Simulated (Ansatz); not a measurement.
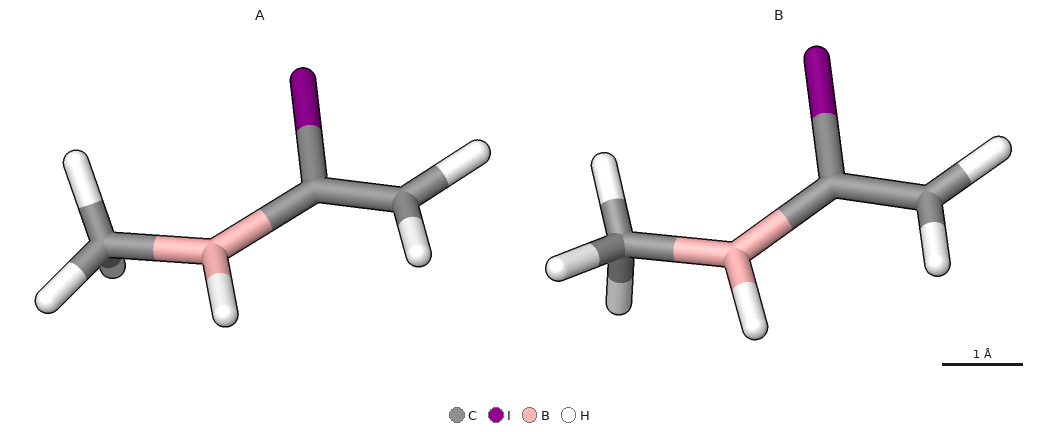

Two geometries of C$_{3}$H$_{6}$BI (coarse preliminary run), drawn at one scale. One is the start of a relaxation, the other its converged end. Style: stick. Shown from a free direction.

All numbers below come from Ansatz 0.2.0, RKS PBE-D4/def2-SVP. (force threshold 0.03 eV/Å; at most 200 steps)

Which of the two is the end point?

Structure B is the relaxed one. The start comes from a force field. The largest move after the best rigid fit is that of an H atom, 0.57 Å. Largest moves by element: H 0.57 Å, I 0.32 Å, B 0.09 Å, C 0.08 Å. Among the contacts that change: C–C 1.271 → 1.354 Å, C–I 2.095 → 2.151 Å, C–H 1.174 → 1.119 Å, C–H 1.152 → 1.102 Å. Among the angles between lasting bonds that change: C–C–H 125.0° → 118.3°, B–C–H 109.2° → 115.1°, H–C–H 113.5° → 117.6°. Groups turn about B–C by about 40°. The energy falls by 9.73 kcal/mol in 15 accepted moves (18 points after the start). Largest force component: 4.5 eV/Å at the start, 0.019 eV/Å at the end. The line search rejected the trial steps at points 7, 12, 14 of the run. The forces were under the threshold at step 8, but the run went on from there.
